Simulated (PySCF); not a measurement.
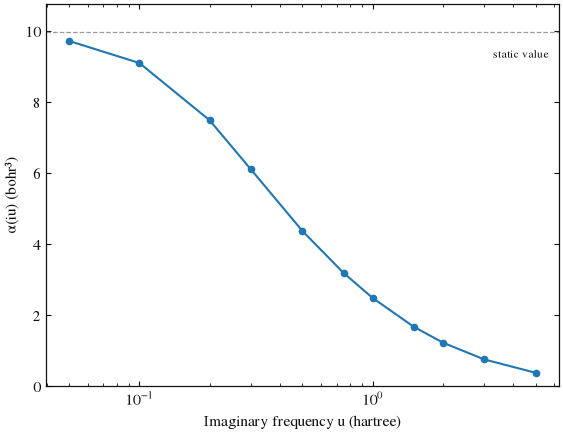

Dipole polarisability at imaginary frequency of Ni⁺ ([Ar] 3d⁹). Coupled response at the PBE level; PySCF, x2c-QZVPPall plus 1 diffuse shell for each l, spin-free X2C-1e, unrestricted single determinants, no spin-orbit coupling.

### Describe the response.

The static dipole polarisability is 9.96 bohr³; α(iu) falls to half of it near u = 0.42 hartree. The Casimir–Polder integral gives C₆ = 35.0 hartree bohr⁶ for two such species.
